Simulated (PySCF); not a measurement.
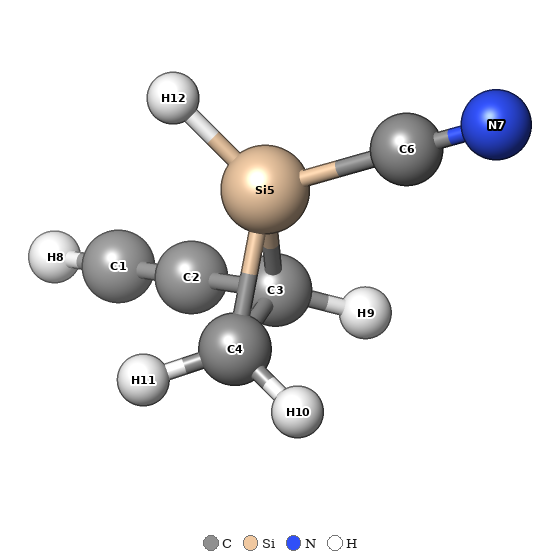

Structure of C₅H₅NSi, SMILES C#C[C@@H]1C[Si@H]1C#N.

GIAO shifts, PBE0/cc-pVTZ in PySCF 2.14.0, at a PBE0-D3(BJ)/def2-SVP geometry (no frequency check), against TMS for ¹³C, TMS for ¹H and TMS for ²⁹Si computed at the same level. Gas phase, fully decoupled, line heights follow the number of nuclei, widths are arbitrary (no quadrupolar broadening); values of one conformer, averaged over methyl-type rotors and exact or near symmetry.

### How many ¹³C lines appear, and where?

5 signals.


```csv
δ (ppm),nuclei,atoms
122.3,1,C6
85.2,1,C2
70.2,1,C1
5.5,1,C4
1.5,1,C3
```

### How many ¹H lines appear, and where?

5 signals.


```csv
δ (ppm),nuclei,atoms
3.46,1,H12
1.94,1,H9
1.62,1,H8
1.21,1,H10
1.04,1,H11
```

### Predict the ²⁹Si spectrum.

1 signal.


| δ (ppm) | nuclei | atoms |
| --- | --- | --- |
| −125.7 | 1 | Si5 |

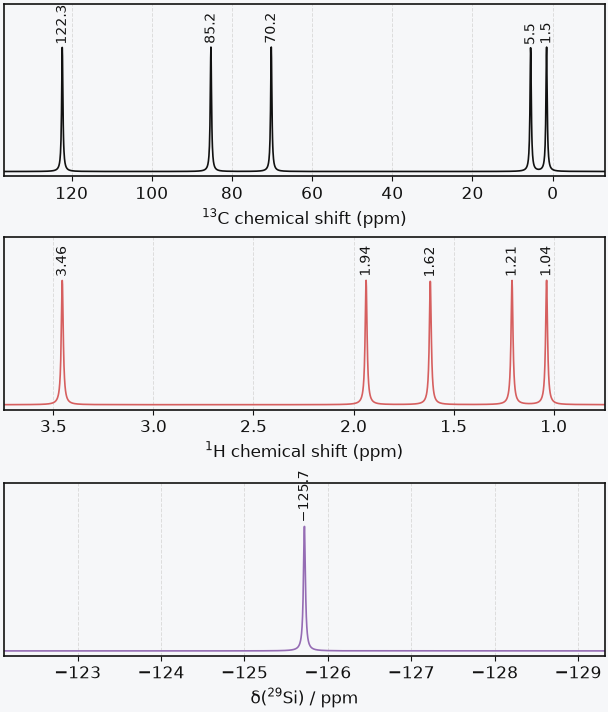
